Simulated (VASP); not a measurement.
Band structure of HgO (relaxed from the WC structure, space group P-6m2). These are PBEsol GGA, VASP's PBE PAW potentials (set 64) (plane waves; VASP 6.6.1) values and carry that method's errors.

Unless said otherwise, spin-orbit coupling is left out, though it shifts the bands of the heavy elements here.

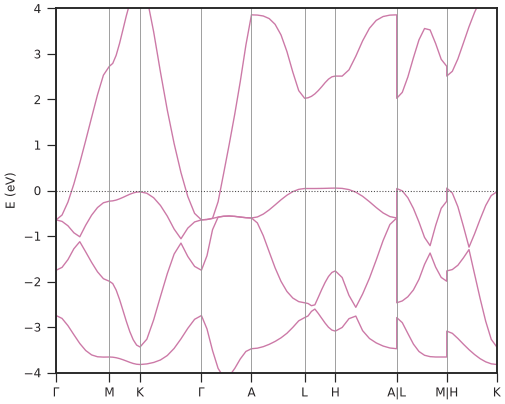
*Bands along high-symmetry lines, zero at the valence-band maximum or, without a gap, the Fermi level*

Question: Read the plot: is there a gap, and where are the band edges?

Answer: It has no gap at this level: it comes out as a metal or semimetal. (Edges off the drawn lines would not show.)

The structure was generated: HgO was put into the WC type (P-6m2), which need not be its known phase. It was relaxed first, which changed the volume by +21 %.
